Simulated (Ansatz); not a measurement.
# H2O2 (triplet): the correlation ladder at distance O1–H3 along a hydrogen transfer = 1.204 Å, cc-pVDZ

Aim: climb from Hartree-Fock through coupled cluster and multireference methods for H2O2 (triplet) at one geometry and basis, and see what each rung misses.

Computed with Ansatz 0.2.0, Gaussian basis. Level: cc-pVDZ, core rule «outside noble gas», up to 2 orbitals frozen.

To be run: UHF; CCSD(T) on ROHF; CCSD(T) on UHF; BCCD(T) on ROHF; CISD; CCSDT(Q) on ROHF; CCSDT(Q) on UHF; CASSCF and MRCISD+Q, 4 electrons in 4 orbitals; CASSCF and NEVPT2, 4 electrons in 4 orbitals; CASSCF and MRCISD+Q, 14 electrons in 10 orbitals; CASSCF and NEVPT2, 14 electrons in 10 orbitals.

9 further runs of the same task are left out: 8 that didn't finish, 1 set aside as unsound or not needed.

### Step 1. The geometry

The geometry derives from fragments relaxed apart (PBE0/def2-TZVP) and kept rigid, so it is no stationary point. A hydrogen atom is moved between rigid fragments.

4 atoms, charge 0, spin multiplicity 3.

Atoms are counted from 1 here; the program's logs count them from 0.

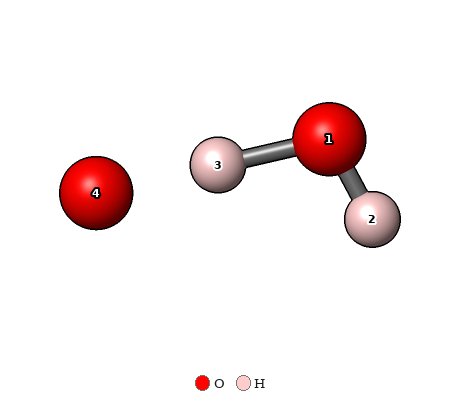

The geometry (oxygen red, hydrogen pink); atoms are numbered from 1 in the order of the file.

### Step 2. UHF

in.yaml

```yaml
crystal:
  periodic: [false, false, false]
  atoms:
    - {symbol: O, position_ang: [-1.214086, -0.027457, 0.000000]}
    - {symbol: H, position_ang: [-1.463396, 0.899119, 0.000000]}
    - {symbol: H, position_ang: [-0.010086, -0.027457, 0.000000]}
    - {symbol: O, position_ang: [1.306914, -0.027457, 0.000000]}
basis:
  gaussian: {orbitals: cc-pVDZ}
magnetization: {spin_polarized: true, initial_magnetization: 2}
hamiltonian: {xc: hf}
output: {orbitals: {seedname: orbitals}}
```

On the command line:

```sh
ansatz run in.yaml --threads 1 --pin off --events-out ev --progress --plain --max-ram 2393MiB
```

Further steps of the session: CCSD(T) on ROHF; CCSD(T) on UHF; BCCD(T) on ROHF; CISD; CCSDT(Q) on ROHF; CCSDT(Q) on UHF; CASSCF and MRCISD+Q, 4 electrons in 4 orbitals; CASSCF and NEVPT2, 4 electrons in 4 orbitals; CASSCF and MRCISD+Q, 14 electrons in 10 orbitals; CASSCF and NEVPT2, 14 electrons in 10 orbitals.

Before running them: what should the planned runs give, taken together? Wanted: UCCSDT(Q) below the RHF energy; RMP2 from UCCSDT(Q); UMP2 from UCCSDT(Q); RCCSD from UCCSDT(Q); RCCSD(T) from UCCSDT(Q); UCCSD(T) from UCCSDT(Q); RCCSDT(Q) from UCCSDT(Q); NEVPT2 pair from UCCSDT(Q); MRCISD+Q pair from UCCSDT(Q).

**Answer**, as computed:

| quantity | value |
| --- | --- |
| UCCSDT(Q) below the RHF energy | -9.8624 eV |
| RMP2 from UCCSDT(Q) | +1049.3 meV |
| UMP2 from UCCSDT(Q) | +1025.1 meV |
| RCCSD from UCCSDT(Q) | +232.8 meV |
| RCCSD(T) from UCCSDT(Q) | +48.6 meV |
| UCCSD(T) from UCCSDT(Q) | +44.1 meV |
| RCCSDT(Q) from UCCSDT(Q) | +1.3 meV |
| NEVPT2 pair from UCCSDT(Q) | +827.5 meV |
| MRCISD+Q pair from UCCSDT(Q) | +137.0 meV |
| NEVPT2 valence from UCCSDT(Q) | +1286.6 meV |
| levels within 1 kcal/mol (43 meV) | RCCSDT, UCCSDT, RCCSDT(Q) |
| T1 diagnostic | 0.062 |
| effectively unpaired electrons | 2.03 |

RCCSD(T) misses by +48.6 meV, 0.5 % of the correlation energy. The occupations are near whole numbers, but T1 = 0.062 shows that the orbitals relax strongly. Of the multireference levels listed MRCISD+Q valence comes nearest in total energy (+73.9 meV), which doesn't show that its space is the better one. Coupled cluster took another determinant than the lowest Hartree-Fock one. These misses are within one basis, not against nature; the frozen cores of restricted and unrestricted runs differ, which can shift their rows.
